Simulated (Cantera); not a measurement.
Feed: 1 mol SiF4, 6.8 mol N2, a varied amount of NH3, held at 1127 °C and 16.5 Torr.

Cantera equilibrium calculation (NASA polynomials, part measured and part estimated; ideal gas, pure solids and liquids). Candidate condensed phases: Si, Si3N4; 37 gas species. The tables' values for SiF3, SiF2 are old estimates; treat these amounts as uncertain. Equilibrium is a limit: real reactors are often held back by kinetics, nucleation or transport.

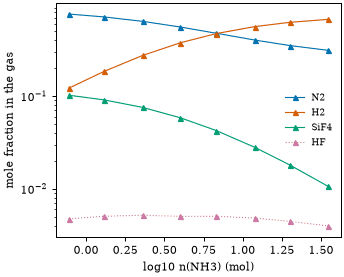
*Equilibrium gas composition (values under 1e-9 drawn at 1e-9)*

From 0.78 mol NH3 to 4 mol NH3 nothing is condensed. From 6.8 mol NH3 to 35 mol NH3 the condensed part is Si3N4(s). The main Si-bearing gas is SiF4 throughout.
